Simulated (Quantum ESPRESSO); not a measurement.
# E(M) of CrBr2, part 2 of 2

Aim: the energy of CrBr2 as a function of the total spin moment of its primitive cell.

Quantum ESPRESSO 7.5; PBEsol; plane waves with GBRV 1.5 PBEsol potentials, no spin-orbit coupling.

So far, absolute magnetization (μB): step 2 (the free run) 4.21.

## (6) An input with a fault

One input was spoiled on purpose, to see how the program answers.

pw.in reads:

```
&CONTROL
  calculation = 'scf'
  prefix = 'pwscf'
  outdir = './tmp'
  pseudo_dir = './pseudo'
  disk_io = 'nowf'
/
&SYSTEM
  ibrav = 0
  nat = 3
  ntyp = 2
  ecutwfc = 40
  ecutrho = 60
  nbnd = 23
  occupations = 'smearing'
  smearing = 'fd'
  degauss = 0.00999582
  nspin = 2
  starting_magnetization(1) = 0.2143
  starting_magnetization(2) = 0
/
&ELECTRONS
  conv_thr = 6d-09
  electron_maxstep = 100
  mixing_beta = 0.3
/
ATOMIC_SPECIES
Cr     51.9961 cr_pbesol_v1.5.uspp.F.UPF
Br     79.9040 br_pbesol_v1.4.uspp.F.UPF
CELL_PARAMETERS angstrom
   3.7446690000   -1.8310550000    0.0000000000
   3.7446690000    1.8310550000    0.0000000000
  -0.7268470000    0.0000000000    6.4659460000
ATOMIC_POSITIONS crystal
Cr      0.0000000000    0.0000000000    0.0000000000
Br      0.6457740000    0.6457740000    0.2332280000
Br      0.3542260000    0.3542260000    0.7667720000
K_POINTS automatic
6 6 6 0 0 0
```

Command:

```sh
$ OMP_NUM_THREADS=1 mpirun -n 2 pw.x -nk 2 -in pw.in > pw.out
```

Log:

```text
[banner, memory and clock lines left out]
Program PWSCF v.7.5 starts

     Message from routine set_cutoff:
     ecutrho < 4*ecutwfc, are you sure?
     Message from routine setup:
     using ibrav=0 with symmetry is DISCOURAGED, use correct ibrav instead

     bravais-lattice index     =            0
     lattice parameter (alat)  =       7.8771  a.u.
     unit-cell volume          =     598.3751 (a.u.)^3
     number of atoms/cell      =            3
     number of atomic types    =            2
     number of electrons       =        28.00
     number of Kohn-Sham states=           23
     kinetic-energy cutoff     =      40.0000  Ry
     charge density cutoff     =      60.0000  Ry
     scf convergence threshold =      6.0E-09
     mixing beta               =       0.3000
     number of iterations used =            8  plain     mixing
     Exchange-correlation= SLA  PW   PSX  PSC
                           (   1   4  10   8   0   0   0)

     [... lines left out ...]
     PseudoPot. # 1 for Cr read from file:
     cr_pbesol_v1.5.uspp.F.UPF
     Pseudo is Ultrasoft + core correction, Zval = 14.0

     PseudoPot. # 2 for Br read from file:
     br_pbesol_v1.4.uspp.F.UPF
     Pseudo is Ultrasoft + core correction, Zval =  7.0

     atomic species   valence    mass     pseudopotential
     Cr               14.00    51.99610     Cr( 1.00)
     Br                7.00    79.90400     Br( 1.00)

     Starting magnetic structure
     atomic species   magnetization
     Cr              0.214
     Br              0.000

      4 Sym. Ops., with inversion, found

   Cartesian axes

     site n.     atom                  positions (alat units)
         1        Cr     tau(   1) = (   0.0000000   0.0000000   0.0000000  )
         2        Br     tau(   2) = (   1.1195980   0.0000000   0.3617816  )
         3        Br     tau(   3) = (   0.5027366  -0.0000000   1.1894113  )

     number of k points=    68  Fermi-Dirac smearing, width (Ry)=  0.0100

     Dense  grid:     4711 G-vectors     FFT dimensions: (  20,  20,  32)

     Check: negative core charge=   -0.001472
     Generating pointlists ...
     new r_m :   0.2519 (alat units)  1.9839 (a.u.) for type    1
     new r_m :   0.2519 (alat units)  1.9839 (a.u.) for type    2

     Initial potential from superposition of free atoms

     starting charge      26.9999, renormalised to      28.0000

     negative rho (up, down):  1.040E-01 4.325E-02
     Starting wfcs are   18 randomized atomic wfcs +    5 random wfcs

     Self-consistent Calculation

     iteration #  1     ecut=    40.00 Ry     beta= 0.30
     Davidson diagonalization with overlap
     ethr =  1.00E-02,  avg # of iterations =  7.6

     Threshold (ethr) on eigenvalues was too large:
     Diagonalizing with lowered threshold

     Davidson diagonalization with overlap
     ethr =  4.01E-04,  avg # of iterations =  5.4

     negative rho (up, down):  9.044E-02 4.875E-02

     total energy              =    -256.65569255 Ry
     estimated scf accuracy    <       0.13742243 Ry

     total magnetization       =     3.99 Bohr mag/cell
     absolute magnetization    =     4.23 Bohr mag/cell

     [... further iterations left out ...]

     iteration # 15     ecut=    40.00 Ry     beta= 0.30
     Davidson diagonalization with overlap
     ethr =  2.18E-11,  avg # of iterations =  2.4

     negative rho (up, down):  7.010E-02 7.514E-02

     Magnetic moment per site  (integrated on atomic sphere of radius R)
     atom   1 (R=0.252)  charge= 12.0284  magn=  3.4733
     atom   2 (R=0.252)  charge=  4.8521  magn= -0.0049
     atom   3 (R=0.252)  charge=  4.8521  magn= -0.0049

     End of self-consistent calculation

     Number of k-points >= 100: set verbosity='high' to print the bands.

     the Fermi energy is     5.0520 ev

!    total energy              =    -256.69700342 Ry
     estimated scf accuracy    <          1.3E-09 Ry
     smearing contrib. (-TS)   =      -0.00073549 Ry
     internal energy E=F+TS    =    -256.69626794 Ry

     The total energy is F=E-TS. E is the sum of the following terms:
     one-electron contribution =    -174.41290034 Ry
     hartree contribution      =      94.55213436 Ry
     xc contribution           =     -61.93240008 Ry
     ewald contribution        =    -114.90310188 Ry

     total magnetization       =     4.00 Bohr mag/cell
     absolute magnetization    =     4.33 Bohr mag/cell

     convergence has been achieved in  15 iterations
```

The job ended after 56 s (2 MPI ranks of Arm Neoverse V1, shared host; peak memory 0.25 GiB; 1.9 min of CPU time).

The run converged, but its input is faulty, so its numbers are not to be trusted.

The fault in the input: a density cutoff far too low.

The two runs compared:

| quantity | this run | same start on sound input | difference |
| --- | --- | --- | --- |
| largest moment (μB) | 3.4733 | 3.5094 | -0.0362 |
| absolute magnetization (μB) | 4.328 | 4.207 | 0.121 |

## (7) All moments

The runs not shown differ in the target, the start and the number of states alone. The point at 4.00 μB is the free run, entered with slope zero.

The energy over the lowest by total spin moment:

| total spin moment (μB a cell) | energy over the lowest (meV a cell) |
| --- | --- |
| 0.00 | 2093 |
| 2.02 | 1292 |
| 2.70 | 930 |
| 3.38 | 426 |
| 4.00 | 0 |
| 4.05 | 54.9 |
| 4.72 | 1084 |
| 5.40 | 2423 |

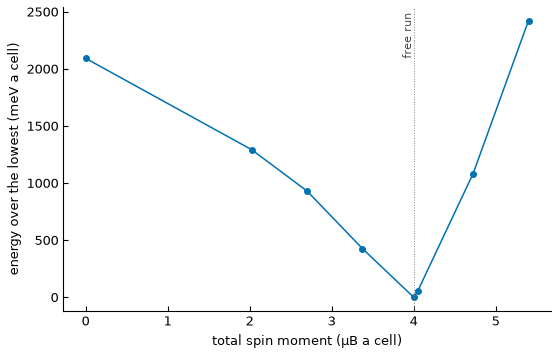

Energy over the lowest against total spin moment.

The dE/dM by total spin moment:

| total spin moment (μB a cell) | dE/dM (meV/μB) |
| --- | --- |
| 0.00 | 0.0148 |
| 2.02 | -459 |
| 2.70 | -665 |
| 3.38 | -777 |
| 4.00 | 0 |
| 4.05 | 1185 |
| 4.72 | 1769 |
| 5.40 | 2202 |

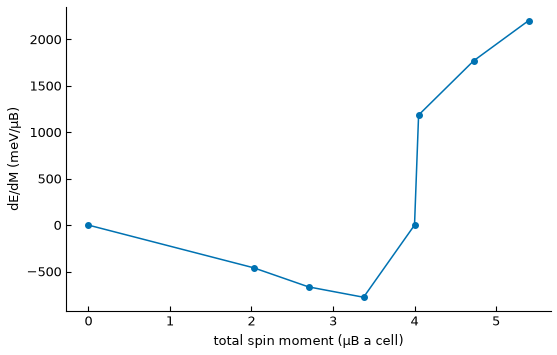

dE/dM, plotted against total spin moment.

The largest site moment by total spin moment:

| total spin moment (μB a cell) | largest site moment (μB) |
| --- | --- |
| 0.00 | 1.5e-5 |
| 2.02 | 1.86 |
| 2.70 | 2.47 |
| 3.38 | 3.04 |
| 4.00 | 3.51 |
| 4.05 | 3.52 |
| 4.72 | 3.69 |
| 5.40 | 3.86 |

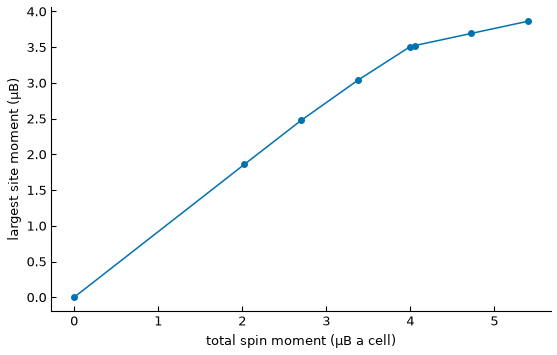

Largest site moment, plotted against total spin moment.

## (8) What came out

| Property | Result |
| --- | --- |
| moment of the free run | 4.00 μB a cell |
| energy at zero total moment | 2093 meV a cell over the lowest |

**Reading.** At zero total moment the site moments vanish, so the 2093 meV a cell is the energy of forming them. The points show one minimum alone. The free run has a whole-number moment, and the slope goes from -777 to 1185 meV/μB between its neighbours: a kink, as where a spin channel has a gap, so no stiffness is given. No converged point was had at 0.675 and 1.35 μB. The cell holds one seeded atom, so opposed orders, which may lie lower, cannot form in it. Energies are free energies at an electronic temperature of 1580 K, which lowers moments and differences where the moments are itinerant. No Hubbard term acts here. In such compounds local and semilocal functionals without one often delocalise the d electrons, and can shrink or lose moments and miss the size, sign and order of the couplings. The smearing term is large for its width, so states at the Fermi level are partly filled: at this level the cell is a metal or has a gap of a few widths at most. By charge balance Cr is d4; such ions mostly distort their surroundings (Jahn–Teller), and their compounds are mostly insulators, which a run without U in an unrelaxed cell can miss.

[Logs and program files are shortened in this print: banners, set-up blocks, solver, clock and traceback lines can be left out without a mark of their own.]

[Logs are printed without paths, hosts, clocks, repeated set-up lines and the standing remarks that a program may print on its own settings, such as how far it seeks lower states.]

[Hosts, paths, dates, database ids (printed as entryN), source tags and the programs' standing remarks are cut or masked in the printed files.]

[Where a cell is said to come from a database of computed structures, the database is the Materials Project.]
